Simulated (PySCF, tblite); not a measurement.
# C₁₄H₈N₂: electronic excitations, NMR shifts

What do calculations give for the electronic excitations, NMR shifts of C₁₄H₈N₂ (`c1cc2ccc3nccc4ncc(c1)c2c34`)?

Computed with tblite 0.8.0 and PySCF 2.14.0 and routines of our own; the level stands in each step. Atoms count from 0.

## 1. The system as given

24 atoms, charge 0, multiplicity 1; geometry from: force field, distance geometry or constructed start.

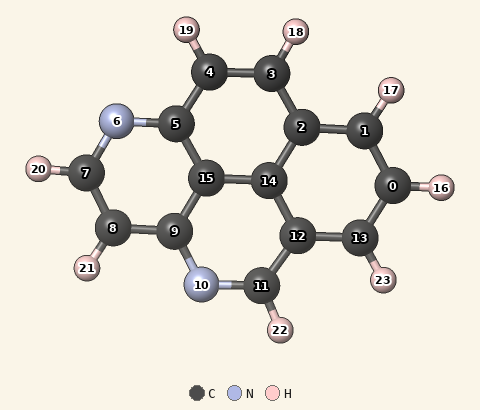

The starting geometry (carbon dark grey, nitrogen light blue, hydrogen pink).

## 2. Relaxing the molecule with GFN2-xTB

The job: settings as JSON, then the geometry in Å.

```
{"job": {"kind": "relax", "xc": "GFN2-xTB", "basis": "xTB"}, "charge": 0, "multiplicity": 1}
C     -3.241500    -0.179000    -0.660800
C     -2.477200    -1.333500    -0.560700
C     -1.095300    -1.258400    -0.273700
C     -0.290200    -2.388400    -0.166700
C      1.077000    -2.267000     0.122900
C      1.673900    -1.025900     0.290200
N      2.989500    -0.935700     0.556700
C      3.518000     0.298700     0.719700
C      2.785700     1.462500     0.620900
C      1.430700     1.387300     0.348700
N      0.701900     2.513300     0.246800
C     -0.622500     2.389700    -0.022200
C     -1.287700     1.179900    -0.202400
C     -2.655300     1.075500    -0.490100
C     -0.512500     0.017200    -0.101800
C      0.866300     0.116900     0.185500
H     -4.309000    -0.250900    -0.875000
H     -2.953400    -2.307100    -0.692200
H     -0.710500    -3.386300    -0.284900
H      1.694400    -3.159100     0.207000
H      4.577100     0.325000     0.934500
H      3.258300     2.429900     0.757900
H     -1.148000     3.342500    -0.081800
H     -3.276800     1.964800    -0.574200
```

Run with:

```bash
$ OMP_NUM_THREADS=1 python large_run.py task.json out
```

This one command runs all jobs of the session in turn.

Standard output:

```text
step      E/eV     max force
  0   -1085.98999    3.533
  1   -1086.22184    1.670
  2   -1086.27294    0.361
  3   -1086.27864    0.160
  4   -1086.28385    0.123
  5   -1086.28687    0.131
  6   -1086.28937    0.109
  7   -1086.29085    0.077
  8   -1086.29155    0.052
  9   -1086.29182    0.035
 10   -1086.29196    0.027
 11   -1086.29204    0.018
```

Wall time 0.15 s (1 thread of Arm Neoverse V1, shared host).

Step by step:

| step | energy from step 0 (eV) | largest force (eV/Å) |
| --- | --- | --- |
| 0 | 0.0000 | 3.5327 |
| 1 | -0.2318 | 1.6694 |
| 2 | -0.2830 | 0.3609 |
| 3 | -0.2886 | 0.1598 |
| 4 | -0.2939 | 0.1229 |
| 5 | -0.2969 | 0.1309 |
| 6 | -0.2994 | 0.1092 |
| 7 | -0.3009 | 0.0778 |
| 8 | -0.3016 | 0.0524 |
| 9 | -0.3018 | 0.0352 |
| 10 | -0.3020 | 0.0270 |
| 11 | -0.3021 | 0.0179 |

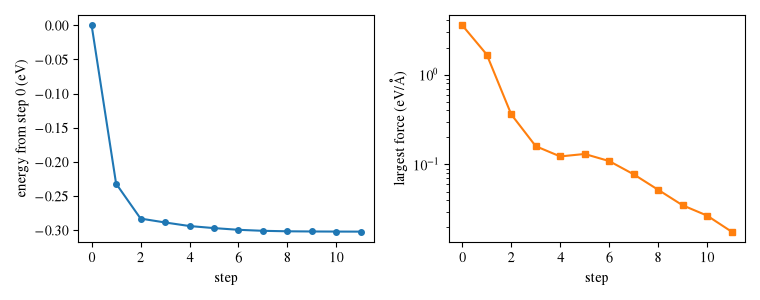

Energy and largest force along the relaxation.

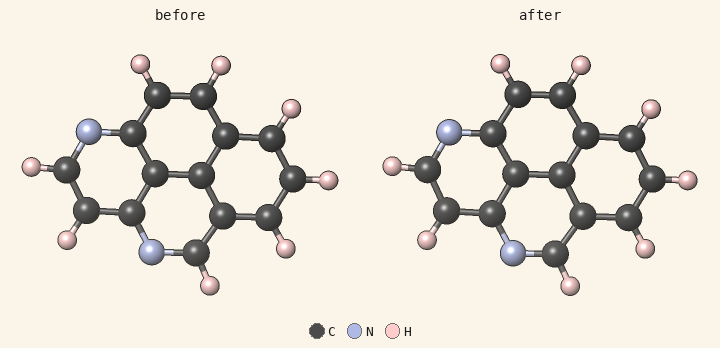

The geometry before (left) and after (right).

Close pairs (by a distance rule), those that changed most:

| bond | before (Å) | after (Å) | change (Å) |
| --- | --- | --- | --- |
| N10–C11 | 1.357 | 1.289 | -0.068 |
| C3–C4 | 1.403 | 1.356 | -0.047 |
| C4–C5 | 1.387 | 1.429 | +0.042 |
| C11–C12 | 1.392 | 1.433 | +0.041 |
| C2–C3 | 1.392 | 1.428 | +0.037 |
| N6–C7 | 1.353 | 1.321 | -0.031 |
| C9–N10 | 1.345 | 1.367 | +0.022 |
| C1–C2 | 1.413 | 1.396 | -0.018 |

The next job starts from the end point, and lists it.

## 3. Electronic excitations: TDDFT PBE0/def2-SVP

The job: settings as JSON, then the geometry in Å.

```
{"job": {"kind": "uv", "basis": "def2-SVP", "grid": 1, "kgrid": 0, "vcut": 1.5, "nstates": 6, "ntriplets": 2, "tda": false, "delta": ["ip_vertical"], "pop": true, "xc": "PBE0"}, "charge": 0, "multiplicity": 1}
C     -3.224539    -0.175388    -0.655795
C     -2.469799    -1.333811    -0.554373
C     -1.103412    -1.272659    -0.276120
C     -0.257565    -2.417451    -0.155335
C      1.065941    -2.302894     0.116204
C      1.675136    -1.022476     0.292635
N      2.977699    -0.921208     0.558445
C      3.495335     0.284322     0.713996
C      2.786018     1.474061     0.622488
C      1.419896     1.409209     0.346259
N      0.659988     2.540973     0.243262
C     -0.598136     2.424257    -0.014202
C     -1.291471     1.185272    -0.207494
C     -2.653694     1.074819    -0.486768
C     -0.520627     0.004245    -0.103983
C      0.853403     0.123629     0.177177
H     -4.280547    -0.249466    -0.871626
H     -2.942464    -2.296109    -0.691946
H     -0.706018    -3.392253    -0.286915
H      1.698557    -3.172240     0.206722
H      4.556727     0.298562     0.927648
H      3.265343     2.429346     0.759317
H     -1.155778     3.351979    -0.084964
H     -3.257036     1.967141    -0.570099
```

Method: TDDFT PBE0/def2-SVP, vertical, gas phase, core orbitals frozen in the response, virtual orbitals cut by energy.

Standard output:

```text
start: PBE on a coarse grid of 21204 points
cycle   1  E = -646.3685421091  dE =  2.777e+00  |g| = 5.712e-01  |ddm| = 7.402e+00
cycle   2  E = -646.2812363342  dE =  8.731e-02  |g| = 8.226e-01  |ddm| = 2.219e+00
cycle   3  E = -646.4362873621  dE = -1.551e-01  |g| = 3.130e-01  |ddm| = 1.424e+00
cycle   4  E = -646.4611907615  dE = -2.490e-02  |g| = 9.579e-02  |ddm| = 4.885e-01
cycle   5  E = -646.4635374455  dE = -2.347e-03  |g| = 4.392e-02  |ddm| = 2.041e-01
cycle   6  E = -646.4641269863  dE = -5.895e-04  |g| = 1.386e-02  |ddm| = 7.732e-02
cycle   7  E = -646.4641680661  dE = -4.108e-05  |g| = 7.255e-03  |ddm| = 2.558e-02
final grid: 94230 points
cycle   8  E = -646.6329500101  dE = -7.314e-03  |g| = 4.167e-02  |ddm| = 1.336e+00
cycle   9  E = -646.6327892025  dE =  1.608e-04  |g| = 4.882e-02  |ddm| = 1.352e-01
cycle  10  E = -646.6334021804  dE = -6.130e-04  |g| = 1.618e-02  |ddm| = 9.027e-02
cycle  11  E = -646.6334730511  dE = -7.087e-05  |g| = 1.810e-03  |ddm| = 2.203e-02
cycle  12  E = -646.6334739419  dE = -8.908e-07  |g| = 1.136e-03  |ddm| = 4.718e-03
cycle  13  E = -646.6334723031  dE =  1.639e-06  |g| = 4.404e-04  |ddm| = 2.041e-03
cycle  14  E = -646.6334721297  dE =  1.734e-07  |g| = 1.161e-04  |ddm| = 7.425e-04
cycle  15  E = -646.6334694133  dE =  2.716e-06  |g| = 3.039e-05  |ddm| = 2.536e-04
converged SCF energy = -646.6334694133
Vertical ionisation energy (delta-SCF) = 8.0582 eV   <S^2> = 0.781

Static polarisability (au): isotropic 162.780, principal 62.969 174.870 250.502

Singlet excitations
state   eV       nm        f      main configurations
  1   3.7834    327.7   0.00000   H-2->L 0.81, H-3->L 0.15
  2   3.8250    324.1   0.20841   H->L 0.83
  3   3.9606    313.0   0.03313   H-1->L 0.65, H->L+1 0.27
  4   3.9696    312.3   0.00179   H-3->L 0.80, H-2->L 0.16
  5   4.8340    256.5   0.16916   H->L+1 0.52, H-1->L 0.20, H-2->L+1 0.14
  6   4.8344    256.5   0.03058   H-2->L+1 0.79, H->L+1 0.09

Triplet excitations (Tamm-Dancoff, eV): 2.5232 3.3988
```

Wall time 46 s (1 thread of Arm Neoverse V1, shared host); peak memory 0.59 GiB.

The orbitals next to the gap, with their largest atomic shares:

| orbital | eV | atoms |
| --- | --- | --- |
| HOMO−4 | -8.23 | C15 19 %, C14 18 %, N10 13 % |
| HOMO−3 | -7.57 | N10 53 %, N6 14 %, C11 6 % |
| HOMO−2 | -7.33 | N6 53 %, N10 11 %, C5 7 % |
| HOMO−1 | -7.22 | C0 17 %, C7 14 %, C2 11 % |
| HOMO | -6.57 | C8 17 %, C1 12 %, C4 12 % |
| LUMO | -2.31 | C1 14 %, C13 13 %, C11 13 % |
| LUMO+1 | -1.18 | C0 17 %, C7 16 %, C14 10 % |
| LUMO+2 | -0.63 | C15 18 %, C3 16 %, C14 16 % |
| LUMO+3 | -0.03 | C5 13 %, C2 13 %, C9 12 % |

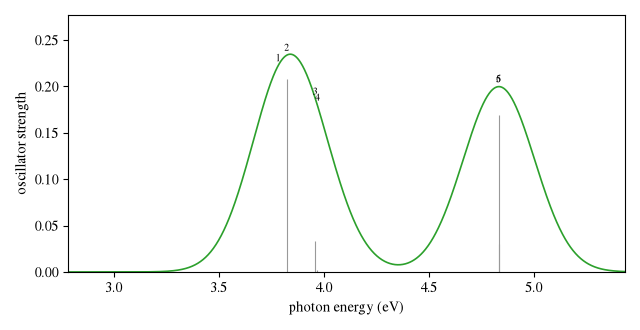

Absorption spectrum from the 6 singlet states computed; above the last one it falls off for lack of states. Lines are broadened to a width of 0.40 eV (Gaussian).

Further results of this job:

| property | computed |
| --- | --- |
| dipole moment (D) | 3.11 |
| polarisability (Å³) | 24.12 |
| HOMO–LUMO gap (eV) | 4.26 |
| −ε(HOMO) (eV) | 6.57 |

## 4. NMR shifts: GIAO KT3/pcSseg-1

The job, as its differences from that of step 3:

```diff
@@ -1,2 +1,2 @@
-{"job": {"kind": "uv", "basis": "def2-SVP", "grid": 1, "kgrid": 0, "vcut": 1.5, "nstates": 6, "ntriplets": 2, "tda": false, "delta": ["ip_vertical"], "pop": true, "xc": "PBE0"}, "charge": 0, "multiplicity": 1}
+{"job": {"kind": "nmr", "xc": "KT3", "basis": "pcSseg-1", "pop": false}, "charge": 0, "multiplicity": 1}
 C     -3.224539    -0.175388    -0.655795
```

Level: GIAO KT3/pcSseg-1 NMR shielding, non-relativistic, gas phase.

Standard output:

```text
start: PBE on a coarse grid of 21204 points
cycle   1  E = -646.7506325585  dE =  2.910e+00  |g| = 6.075e-01  |ddm| = 5.901e+00
cycle   2  E = -646.6594270113  dE =  9.121e-02  |g| = 8.601e-01  |ddm| = 2.718e+00
cycle   3  E = -646.8252327380  dE = -1.658e-01  |g| = 3.200e-01  |ddm| = 1.690e+00
cycle   4  E = -646.8500653713  dE = -2.483e-02  |g| = 9.812e-02  |ddm| = 4.701e-01
cycle   5  E = -646.8525350059  dE = -2.470e-03  |g| = 4.149e-02  |ddm| = 1.960e-01
cycle   6  E = -646.8530443999  dE = -5.094e-04  |g| = 1.290e-02  |ddm| = 6.916e-02
cycle   7  E = -646.8530794595  dE = -3.506e-05  |g| = 7.494e-03  |ddm| = 2.206e-02
final grid: 200337 points
cycle   8  E = -658.3574950337  dE = -3.611e-02  |g| = 6.183e-02  |ddm| = 1.168e+00
cycle   9  E = -658.3534286395  dE =  4.066e-03  |g| = 1.426e-01  |ddm| = 2.850e-01
cycle  10  E = -658.3581767789  dE = -4.748e-03  |g| = 2.237e-02  |ddm| = 2.156e-01
cycle  11  E = -658.3583082428  dE = -1.315e-04  |g| = 1.124e-02  |ddm| = 4.478e-02
cycle  12  E = -658.3583470192  dE = -3.878e-05  |g| = 2.795e-03  |ddm| = 1.669e-02
cycle  13  E = -658.3583482623  dE = -1.243e-06  |g| = 1.330e-03  |ddm| = 5.779e-03
cycle  14  E = -658.3583479536  dE =  3.087e-07  |g| = 3.392e-04  |ddm| = 2.032e-03
cycle  15  E = -658.3583503363  dE = -2.383e-06  |g| = 1.728e-04  |ddm| = 7.019e-04
cycle  16  E = -658.3583502902  dE =  4.605e-08  |g| = 5.078e-05  |ddm| = 2.845e-04
converged SCF energy = -658.3583502902

GIAO shielding tensors (ppm)
atom      isotropic    diamagn.    paramagn.     s11        s22        s33       span
  0 C       64.287     254.044    -189.756    -33.745     51.512    175.094    208.839
  1 C       61.705     246.923    -185.217    -26.104     48.085    163.135    189.239
  2 C       62.503     254.667    -192.163    -10.749      8.250    190.009    200.758
  3 C       61.099     250.669    -189.570    -29.338     58.998    153.636    182.974
  4 C       58.966     253.909    -194.943    -27.556     52.963    151.492    179.048
  5 C       43.946     252.271    -208.325    -26.103      0.082    157.860    183.963
  6 N      -60.300     332.485    -392.785   -347.519   -107.985    274.604    622.123
  7 C       42.306     251.445    -209.138    -55.177     42.044    140.052    195.228
  8 C       71.009     254.975    -183.967    -11.278     63.647    160.657    171.935
  9 C       45.417     251.186    -205.769    -29.473      4.542    161.181    190.654
 10 N      -59.019     332.039    -391.058   -332.564   -109.634    265.141    597.705
 11 C       36.977     246.723    -209.745    -47.779     36.096    122.615    170.393
 12 C       67.453     259.396    -191.943     -8.172     19.520    191.011    199.183
 13 C       65.670     247.621    -181.951    -20.267     48.036    169.241    189.509
 14 C       67.131     244.878    -177.747      0.288      2.386    198.718    198.430
 15 C       78.080     261.194    -183.114      9.700     22.417    202.123    192.423
 16 H       23.460      28.917      -5.457     17.975     25.556     26.848      8.873
 17 H       23.253      32.807      -9.554     17.335     24.686     27.738     10.402
 18 H       23.347      33.116      -9.769     17.495     24.817     27.728     10.234
 19 H       23.171      30.567      -7.395     17.765     24.592     27.157      9.392
 20 H       22.020      27.901      -5.881     15.847     23.585     26.627     10.779
 21 H       23.551      30.636      -7.086     18.752     24.458     27.441      8.689
 22 H       21.972      30.689      -8.717     15.318     23.515     27.083     11.765
 23 H       23.423      32.458      -9.035     17.774     25.230     27.266      9.491
```

Run time: 26 s. Hardware: 1 thread of Arm Neoverse V1, shared host; peak memory 0.65 GiB.

The references, computed at this level on geometries of the same kind, shield at (ppm): ¹H TMS 31.76, ¹³C TMS 184.7, ¹⁵N NH3 264.4. Their shielding less the atom's gives the shift. The references are single molecules in the gas phase, so shifts against H2O, NH3, PH3, H3PO4 or CFCl3 are not on the usual liquid scales and can be off by tens of ppm.

| atoms | environment | σ (ppm) | δ (ppm) |
| --- | --- | --- | --- |
| C11 | aromatic CH next to a ring nitrogen | 37.0 | 147.7 |
| C7 | aromatic CH next to a ring nitrogen | 42.3 | 142.4 |
| C5 | ring-fusion aromatic carbon | 43.9 | 140.8 |
| C9 | ring-fusion aromatic carbon | 45.4 | 139.3 |
| C4 | aromatic CH | 59.0 | 125.8 |
| C3 | aromatic CH | 61.1 | 123.6 |
| C1 | aromatic CH | 61.7 | 123.0 |
| C2 | ring-fusion aromatic carbon | 62.5 | 122.2 |
| C0 | aromatic CH | 64.3 | 120.4 |
| C13 | aromatic CH | 65.7 | 119.1 |
| C14 | ring-fusion aromatic carbon | 67.1 | 117.6 |
| C12 | ring-fusion aromatic carbon | 67.5 | 117.3 |
| C8 | aromatic CH | 71.0 | 113.7 |
| C15 | ring-fusion aromatic carbon | 78.1 | 106.6 |
| H22 | hydrogen on an aromatic CH next to a ring nitrogen | 21.97 | 9.79 |
| H20 | hydrogen on an aromatic CH next to a ring nitrogen | 22.02 | 9.74 |
| H19 | hydrogen on an aromatic CH | 23.17 | 8.59 |
| H17 | hydrogen on an aromatic CH | 23.25 | 8.51 |
| H18 | hydrogen on an aromatic CH | 23.35 | 8.41 |
| H23 | hydrogen on an aromatic CH | 23.42 | 8.34 |
| H16 | hydrogen on an aromatic CH | 23.46 | 8.30 |
| H21 | hydrogen on an aromatic CH | 23.55 | 8.21 |
| N6 | pyridine-type ring nitrogen | -60.3 | 324.7 |
| N10 | pyridine-type ring nitrogen | -59.0 | 323.4 |

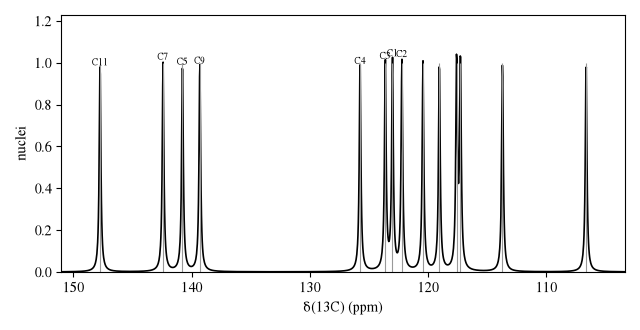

¹³C lines at the computed shifts, without couplings. Lines are broadened to a width of 0.16 ppm (Lorentzian).

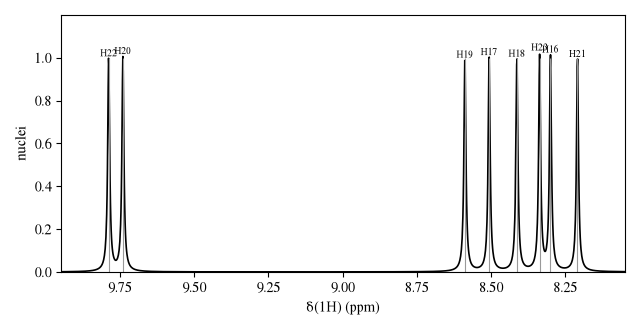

¹H lines at the computed shifts, without couplings. Lines are broadened to a width of 0.01 ppm (Lorentzian).

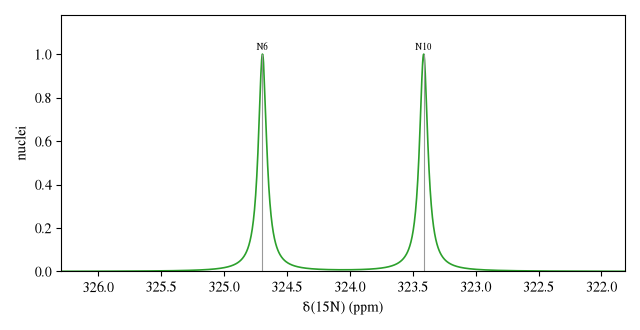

¹⁵N lines at the computed shifts, without couplings. Lines are broadened to a width of 0.08 ppm (Lorentzian).

Ring of atoms C0, C1, C2, C12, C13, C14: NICS(0) -11.7, NICS(1) -13.9, NICS(1)zz -35.0 ppm (means of both faces).

Ring of atoms C2, C3, C4, C5, C14, C15: NICS(0) -4.6, NICS(1) -8.2, NICS(1)zz -17.8 ppm (means of both faces).

Ring of atoms C5, N6, C7, C8, C9, C15: NICS(0) -10.7, NICS(1) -13.5, NICS(1)zz -34.1 ppm (means of both faces).

## 5. What came out

| quantity | value |
| --- | --- |
| lowest singlet (PBE0/def2-SVP) | 3.78 eV (328 nm), f = 0.000 |
| brightest single state of those computed | state 2, 3.83 eV, f = 0.208 |
| lowest triplet | 2.52 eV |
| ¹³C shifts against TMS (KT3/pcSseg-1) | 147.7, 142.4, 140.8, 139.3, 125.8, 123.6, 123.0, 122.2, 120.4, 119.1, 117.6, 117.3, 113.7, 106.6 ppm |
| ¹H shifts against TMS (KT3/pcSseg-1) | 9.79, 9.74, 8.59, 8.51, 8.41, 8.34, 8.30, 8.21 ppm |
| ¹⁵N shifts against NH3 (KT3/pcSseg-1) | 324.7, 323.4 ppm |

The first singlet state (HOMO−2→LUMO 0.81, HOMO−3→LUMO 0.15) lies at 3.78 eV and is dark; of the 6 states computed, the strongest absorption comes from state 2 at 3.83 eV. The lowest triplet lies 1.26 eV below the lowest singlet (triplets in Tamm-Dancoff, singlets in full TDDFT). NICS(1)zz of -35 ppm above the planar ring from C0 marks a diatropic (aromatic) ring current. NICS(1)zz of -18 ppm above the planar ring from C2 marks a diatropic (aromatic) ring current. NICS(1)zz of -34 ppm above the planar ring from C5 marks a diatropic (aromatic) ring current.
